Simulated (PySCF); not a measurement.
**Geometry relaxation, with input and output: C₆H₉NSi**

C₆H₉NSi, computed with PBE0-D3(BJ)/def2-SVP geometry optimisation, gas phase (PySCF 2.14.0).

It belongs to a series of runs on one base structure; here: constitutional isomer.

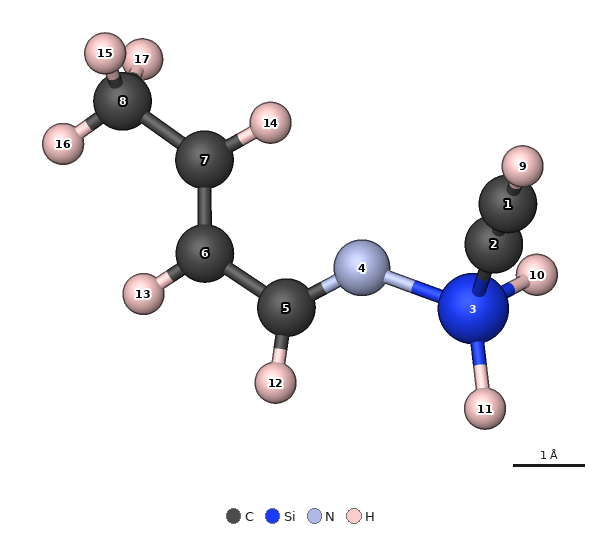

The structure as given in the input (ball-and-stick view, seen at a tilt; atoms are numbered from 1 in the order of the input). Bond lengths as drawn: C–C 1.17 to 1.49 Å, C–H 1.07 to 1.11 Å, C–N 1.24 Å, C–Si 1.84 Å, H–Si 1.46 to 1.48 Å and N–Si 1.77 Å.

## The input
```
{"job": {"xc": "PBE0", "basis": "def2-SVP", "d3": "d3bj", "grid": 1, "shake": 0.01, "kind": "geom"}, "charge": 0, "multiplicity": 1}
C     -3.659310     1.983780    -0.223690
C     -3.236330     0.894300    -0.138610
Si    -2.594740    -0.830110    -0.004200
N     -0.840740    -0.618720    -0.038580
C      0.055810    -1.056620    -0.775240
C      1.442570    -0.689610    -0.545040
C      1.841050     0.136390     0.427180
C      3.249170     0.544550     0.696470
H     -4.068840     2.990480    -0.287060
H     -2.840400    -1.384830     1.344390
H     -3.213410    -1.638650    -1.044780
H     -0.110530    -1.723410    -1.609040
H      2.144120    -1.128880    -1.220380
H      1.051790     0.564710     1.073720
H      3.332860     1.608800     0.602520
H      3.927520     0.066420     0.028160
H      3.502900     0.293240     1.724370
```

The first line tells a small driver script what to run in PySCF; the rest is the geometry in Å.

Launched with:
```bash
OMP_NUM_THREADS=1 python <driver script> task.json out
```

## Output
```
step   0  E = -577.43894825  max force = 0.106593
step   1  E = -577.45129043  max force = 0.007211
step   2  E = -577.45175191  max force = 0.002774
step   3  E = -577.45173983  max force = 0.007216
step   4  E = -577.45200302  max force = 0.005448
step   5  E = -577.45212846  max force = 0.001767
step   6  E = -577.45215273  max force = 0.001892
step   7  E = -577.45220262  max force = 0.000790
step   8  E = -577.45219962  max force = 0.000884
step   9  E = -577.45220817  max force = 0.000312
optimisation converged
```

## Trajectory as extended XYZ (Å, eV, eV/Å), 10 frames, from step=0 to step=9
```
17
Properties=species:S:1:pos:R:3:forces:R:3 step=0 energy=-15712.91412
C    -3.6593    1.9838   -0.2237   -2.1934   5.4812  -0.3853
C    -3.2363    0.8943   -0.1386    1.7635  -5.2157   0.4364
Si   -2.5947   -0.8301   -0.0042    1.4311   1.0350   0.5093
N    -0.8407   -0.6187   -0.0386   -2.7916   0.5057   1.2046
C     0.0558   -1.0566   -0.7752    1.3007   0.0165  -0.1809
C     1.4426   -0.6896   -0.5450    0.0669   0.1057   0.1275
C     1.8411    0.1364    0.4272   -0.0530   0.3529   0.3202
C     3.2492    0.5445    0.6965   -1.3428  -0.5185   0.3762
H    -4.0688    2.9905   -0.2871    0.2460  -0.4816   0.0037
H    -2.8404   -1.3848    1.3444   -0.2989  -0.1050   0.1283
H    -3.2134   -1.6386   -1.0448   -0.2900  -0.4967  -0.5677
H    -0.1105   -1.7234   -1.6090   -0.2221  -0.6703  -0.8618
H     2.1441   -1.1289   -1.2204    0.8655  -0.3598  -0.5752
H     1.0518    0.5647    1.0737    0.1858  -0.1716  -0.1844
H     3.3329    1.6088    0.6025    0.2122   1.1106  -0.0733
H     3.9275    0.0664    0.0282    0.8720  -0.5079  -0.7277
H     3.5029    0.2932    1.7244    0.2480  -0.0806   0.4501
17
Properties=species:S:1:pos:R:3:forces:R:3 step=1 energy=-15713.24997
C    -3.8031    2.0043   -0.2258    0.0358  -0.3708   0.0134
C    -3.3573    0.8731   -0.1333   -0.0230   0.3178  -0.0216
Si   -2.5966   -0.7919    0.0055    0.2931   0.0488   0.0089
N    -0.8676   -0.5700    0.0404   -0.0822  -0.0392  -0.0414
C     0.0545   -1.0216   -0.7124   -0.2983  -0.0335   0.0109
C     1.4723   -0.6978   -0.5337    0.1030  -0.0146  -0.0116
C     1.9061    0.1253    0.4344   -0.0546   0.0426  -0.0031
C     3.3149    0.5193    0.6821   -0.0219  -0.0013  -0.0705
H    -4.2196    2.9902   -0.3104   -0.0101   0.0866  -0.0011
H    -2.9991   -1.3937    1.3055   -0.0283  -0.0288   0.0249
H    -3.1273   -1.6355   -1.1139    0.0621  -0.0311  -0.0377
H    -0.1533   -1.7014   -1.5698   -0.0300   0.0365   0.0278
H     2.1784   -1.1545   -1.2372   -0.0142   0.0068   0.0297
H     1.1347    0.5508    1.0901    0.0012  -0.0257  -0.0012
H     3.4236    1.6140    0.5901    0.0406  -0.0217   0.0059
H     4.0149    0.0335   -0.0145   -0.0163   0.0314   0.0315
H     3.6079    0.2676    1.7138    0.0432  -0.0038   0.0352
17
Properties=species:S:1:pos:R:3:forces:R:3 step=2 energy=-15713.26253
C    -3.8765    1.9779   -0.2613   -0.0706  -0.0455  -0.0102
C    -3.3918    0.8669   -0.1507    0.0468   0.0511   0.0107
Si   -2.5891   -0.7774    0.0141   -0.0400   0.0070  -0.0130
N    -0.8771   -0.5247    0.0779    0.1355   0.0882   0.1426
C     0.0371   -0.9718   -0.6828   -0.0780  -0.0868  -0.1070
C     1.4636   -0.6704   -0.5157   -0.0463   0.0015   0.0176
C     1.9259    0.1326    0.4562    0.0238  -0.0168  -0.0424
C     3.3523    0.4857    0.6707   -0.0299   0.0287   0.0395
H    -4.3228    2.9519   -0.3609    0.0239  -0.0079   0.0045
H    -3.0142   -1.3970    1.3012   -0.0191   0.0051  -0.0080
H    -3.0512   -1.6370   -1.1251    0.0310  -0.0180  -0.0177
H    -0.1896   -1.6349   -1.5470    0.0024  -0.0070  -0.0156
H     2.1534   -1.1297   -1.2323   -0.0049   0.0028   0.0015
H     1.1777    0.5599    1.1365    0.0068  -0.0018  -0.0063
H     3.4949    1.5771    0.5935    0.0137  -0.0004   0.0024
H     4.0186   -0.0060   -0.0525   -0.0070   0.0011  -0.0009
H     3.6725    0.2087    1.6892    0.0117  -0.0014   0.0021
17
Properties=species:S:1:pos:R:3:forces:R:3 step=3 energy=-15713.26220
C    -3.9169    1.9601   -0.2842   -0.1587   0.2302  -0.0366
C    -3.3845    0.8765   -0.1491    0.1335  -0.2007   0.0498
Si   -2.5420   -0.7450    0.0497   -0.3711  -0.0748  -0.0722
N    -0.8395   -0.4819    0.1053    0.0011   0.0671   0.1670
C     0.0234   -0.9540   -0.6963    0.2754   0.0722   0.0116
C     1.4570   -0.6740   -0.5470    0.0987  -0.0418  -0.0840
C     1.9256    0.1140    0.4346    0.0381   0.0300   0.0778
C     3.3469    0.4704    0.6831   -0.0024  -0.0652  -0.0358
H    -4.3955    2.9179   -0.4036    0.0359  -0.0601   0.0072
H    -2.9796   -1.3653    1.3341   -0.0007   0.0359  -0.0215
H    -2.9495   -1.6314   -1.0927   -0.0173   0.0066   0.0121
H    -0.2476   -1.6006   -1.5599    0.0011  -0.0106   0.0101
H     2.1362   -1.1322   -1.2730    0.0311  -0.0001  -0.0200
H     1.1716    0.5258    1.1170   -0.0196   0.0232   0.0032
H     3.4949    1.5623    0.6324   -0.0386   0.0135  -0.0063
H     4.0256   -0.0028   -0.0391    0.0384  -0.0193  -0.0292
H     3.6574    0.1720    1.7000   -0.0450  -0.0062  -0.0332
17
Properties=species:S:1:pos:R:3:forces:R:3 step=4 energy=-15713.26936
C    -3.9493    1.9511   -0.2944   -0.1043   0.1204  -0.0236
C    -3.4081    0.8710   -0.1574    0.0942  -0.1100   0.0361
Si   -2.5556   -0.7447    0.0434   -0.2801  -0.0639  -0.0725
N    -0.8523   -0.4698    0.1208    0.1289   0.0709   0.1501
C     0.0223   -0.9343   -0.6750    0.1387   0.0200  -0.0381
C     1.4586   -0.6624   -0.5325    0.0137  -0.0137  -0.0300
C     1.9424    0.1197    0.4462    0.0184   0.0180   0.0652
C     3.3705    0.4588    0.6755    0.0092  -0.0404  -0.0209
H    -4.4346    2.9046   -0.4152    0.0242  -0.0370   0.0046
H    -3.0044   -1.3731    1.3196    0.0026   0.0326  -0.0165
H    -2.9440   -1.6286   -1.1073   -0.0102   0.0070   0.0105
H    -0.2464   -1.5782   -1.5414    0.0085  -0.0184  -0.0031
H     2.1298   -1.1236   -1.2642    0.0119  -0.0009  -0.0174
H     1.2003    0.5381    1.1377   -0.0135   0.0227   0.0030
H     3.5297    1.5492    0.6241   -0.0308   0.0117  -0.0032
H     4.0343   -0.0213   -0.0565    0.0237  -0.0144  -0.0214
H     3.6903    0.1553    1.6877   -0.0351  -0.0047  -0.0227
17
Properties=species:S:1:pos:R:3:forces:R:3 step=5 energy=-15713.27278
C    -3.9945    1.9341   -0.3091   -0.0227  -0.0187  -0.0049
C    -3.4340    0.8632   -0.1692    0.0342   0.0167   0.0077
Si   -2.5661   -0.7425    0.0336   -0.0764  -0.0363  -0.0481
N    -0.8579   -0.4524    0.1458    0.0396   0.0166   0.0636
C     0.0240   -0.9108   -0.6492    0.0119   0.0256   0.0000
C     1.4591   -0.6408   -0.5053   -0.0909  -0.0274  -0.0267
C     1.9557    0.1339    0.4726    0.0435  -0.0580  -0.0582
C     3.3956    0.4398    0.6607    0.0289   0.0509   0.0629
H    -4.4938    2.8789   -0.4320    0.0023   0.0009   0.0004
H    -3.0330   -1.3794    1.2973    0.0038   0.0122   0.0036
H    -2.9260   -1.6222   -1.1290    0.0037   0.0057   0.0057
H    -0.2399   -1.5521   -1.5197    0.0053  -0.0066   0.0036
H     2.1255   -1.1016   -1.2424    0.0095   0.0067   0.0000
H     1.2322    0.5636    1.1779    0.0160   0.0008  -0.0200
H     3.5740    1.5271    0.6060    0.0023   0.0074   0.0072
H     4.0295   -0.0539   -0.0901   -0.0154  -0.0001   0.0007
H     3.7331    0.1268    1.6633    0.0044   0.0037   0.0026
17
Properties=species:S:1:pos:R:3:forces:R:3 step=6 energy=-15713.27344
C    -4.0470    1.9110   -0.3315   -0.0089   0.0020  -0.0035
C    -3.4576    0.8574   -0.1808    0.0258   0.0058  -0.0014
Si   -2.5682   -0.7338    0.0353   -0.0049  -0.0196  -0.0087
N    -0.8608   -0.4267    0.1852    0.0556   0.0330   0.0535
C     0.0155   -0.8808   -0.6197   -0.0402  -0.0572  -0.0973
C     1.4564   -0.6321   -0.5033    0.0339   0.0306   0.0374
C     1.9858    0.1272    0.4699   -0.0700   0.0143   0.0449
C     3.4269    0.4288    0.6596    0.0130  -0.0183  -0.0359
H    -4.5669    2.8434   -0.4629   -0.0046   0.0027  -0.0006
H    -3.0588   -1.3793    1.2849    0.0060   0.0013   0.0106
H    -2.8824   -1.6140   -1.1399    0.0044   0.0076   0.0056
H    -0.2648   -1.5137   -1.4913    0.0163  -0.0096  -0.0132
H     2.1010   -1.0958   -1.2579   -0.0080  -0.0053  -0.0067
H     1.2742    0.5579    1.1860   -0.0027   0.0129   0.0122
H     3.6071    1.5166    0.6182   -0.0100  -0.0018   0.0019
H     4.0581   -0.0572   -0.0984    0.0000   0.0027   0.0012
H     3.7652    0.1027    1.6577   -0.0058  -0.0010   0.0000
17
Properties=species:S:1:pos:R:3:forces:R:3 step=7 energy=-15713.27479
C    -4.0209    1.9188   -0.3246   -0.0138   0.0011  -0.0038
C    -3.4409    0.8596   -0.1759    0.0205   0.0047   0.0005
Si   -2.5628   -0.7385    0.0377   -0.0147  -0.0143  -0.0091
N    -0.8538   -0.4399    0.1713    0.0196   0.0031   0.0227
C     0.0200   -0.8959   -0.6351   -0.0071  -0.0169  -0.0406
C     1.4588   -0.6379   -0.5102   -0.0157   0.0151   0.0233
C     1.9697    0.1270    0.4682    0.0081  -0.0042   0.0021
C     3.4083    0.4378    0.6632    0.0074   0.0019  -0.0015
H    -4.5338    2.8554   -0.4544    0.0004  -0.0019   0.0000
H    -3.0437   -1.3761    1.2956    0.0028   0.0039   0.0025
H    -2.8957   -1.6200   -1.1309    0.0003   0.0021   0.0026
H    -0.2560   -1.5314   -1.5062    0.0012  -0.0031  -0.0014
H     2.1134   -1.0968   -1.2592   -0.0036   0.0020   0.0018
H     1.2497    0.5529    1.1789    0.0002   0.0034  -0.0016
H     3.5811    1.5267    0.6214   -0.0033   0.0012   0.0027
H     4.0456   -0.0448   -0.0917   -0.0015   0.0014  -0.0003
H     3.7445    0.1151    1.6631   -0.0011   0.0006   0.0000
17
Properties=species:S:1:pos:R:3:forces:R:3 step=8 energy=-15713.27471
C    -4.0178    1.9155   -0.3298   -0.0070  -0.0102  -0.0017
C    -3.4386    0.8560   -0.1789    0.0098   0.0099  -0.0006
Si   -2.5645   -0.7441    0.0372   -0.0082  -0.0032  -0.0024
N    -0.8550   -0.4466    0.1700   -0.0099  -0.0167  -0.0016
C     0.0193   -0.8989   -0.6382    0.0151   0.0446   0.0454
C     1.4561   -0.6330   -0.5060    0.0304  -0.0278  -0.0438
C     1.9694    0.1290    0.4736   -0.0404  -0.0036   0.0034
C     3.4082    0.4419    0.6641   -0.0018  -0.0003   0.0000
H    -4.5300    2.8522   -0.4612    0.0003   0.0003  -0.0004
H    -3.0447   -1.3775    1.2975    0.0004   0.0022  -0.0009
H    -2.9006   -1.6265   -1.1295   -0.0005  -0.0021   0.0000
H    -0.2526   -1.5327   -1.5119    0.0044   0.0023   0.0059
H     2.1126   -1.0867   -1.2563    0.0084  -0.0016  -0.0058
H     1.2513    0.5520    1.1880    0.0007   0.0047   0.0016
H     3.5779    1.5314    0.6267   -0.0012   0.0005   0.0012
H     4.0435   -0.0360   -0.0955   -0.0010   0.0014  -0.0004
H     3.7489    0.1156    1.6614    0.0004  -0.0002   0.0000
17
Properties=species:S:1:pos:R:3:forces:R:3 step=9 energy=-15713.27494
C    -4.0170    1.9146   -0.3305   -0.0060  -0.0089  -0.0015
C    -3.4363    0.8560   -0.1788    0.0075   0.0080  -0.0008
Si   -2.5623   -0.7440    0.0384   -0.0002   0.0006  -0.0007
N    -0.8526   -0.4463    0.1711   -0.0048  -0.0152  -0.0003
C     0.0209   -0.8985   -0.6380    0.0008   0.0160   0.0078
C     1.4582   -0.6346   -0.5095    0.0046  -0.0057  -0.0076
C     1.9677    0.1277    0.4718   -0.0022  -0.0004   0.0007
C     3.4055    0.4432    0.6654   -0.0014   0.0008   0.0012
H    -4.5301    2.8507   -0.4626    0.0002   0.0005  -0.0005
H    -3.0425   -1.3764    1.2992   -0.0003   0.0014  -0.0004
H    -2.8983   -1.6269   -1.1278    0.0001  -0.0025   0.0001
H    -0.2528   -1.5319   -1.5112    0.0002  -0.0006   0.0022
H     2.1149   -1.0877   -1.2602    0.0015   0.0014  -0.0003
H     1.2473    0.5487    1.1850   -0.0001   0.0020  -0.0016
H     3.5729    1.5332    0.6294   -0.0003   0.0006   0.0013
H     4.0432   -0.0326   -0.0935   -0.0003   0.0019   0.0001
H     3.7449    0.1167    1.6630    0.0008   0.0000   0.0002
```

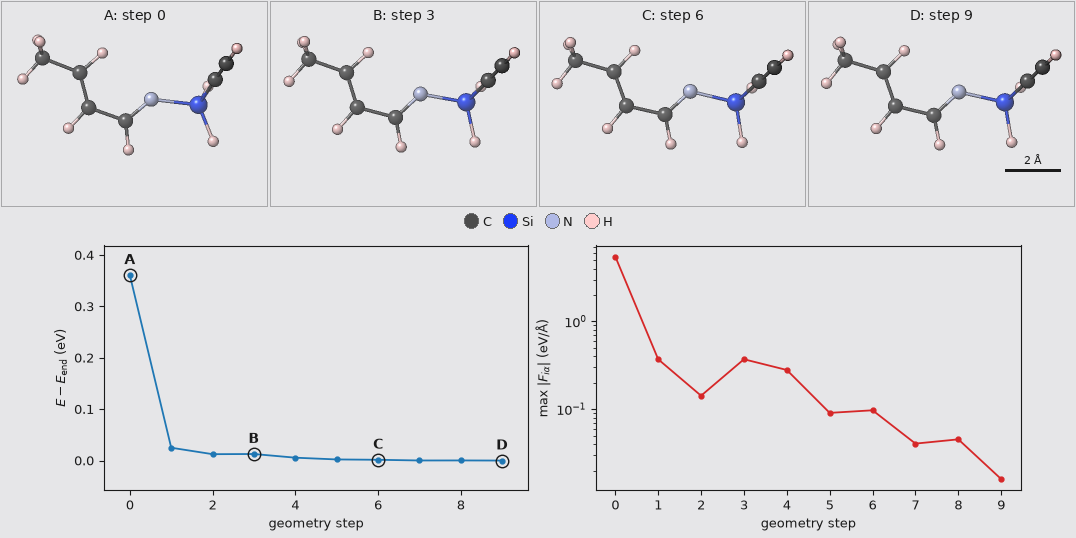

Frames of the relaxation (ball-and-stick view, seen at a tilt) above the curves, on which the letters mark them (steps are counted from 0).

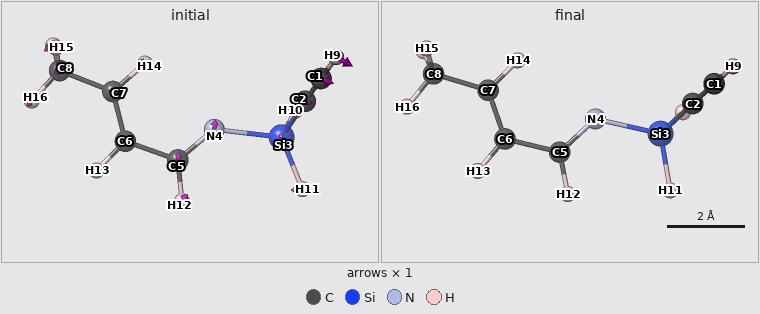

Before (left) and after (right) the relaxation, at one scale (ball-and-stick view, seen at a tilt). The pink arrows give the displacements, at true length. The largest move after the best rigid fit is that of H9, 0.50 Å. By element the largest moves are H 0.50 Å, C 0.37 Å, N 0.27 Å, Si 0.11 Å. Distances before and after: Si3–H11 1.456 → 1.501 Å, C1–C2 1.172 → 1.217 Å, N4–C5 1.240 → 1.274 Å, C5–H12 1.081 → 1.113 Å. Among the angles that change: Si3–N4–C5 133.4° → 124.4°, N4–Si3–H11 118.3° → 112.3°, N4–Si3–H10 103.2° → 108.9°. Over 9 geometry steps the energy falls by 0.361 eV. The largest force component goes from 5.5 to 0.016 eV/Å. (Atoms are counted from 1 in the order of the input.)

## Results in brief

- outcome: converged
- total energy: −577.452208 hartree
- dipole moment: 2.05 D
- point group: C1
- hardware: 1 CPU thread, shared host
- wall time: 2 min
- peak memory: 0.63 GiB
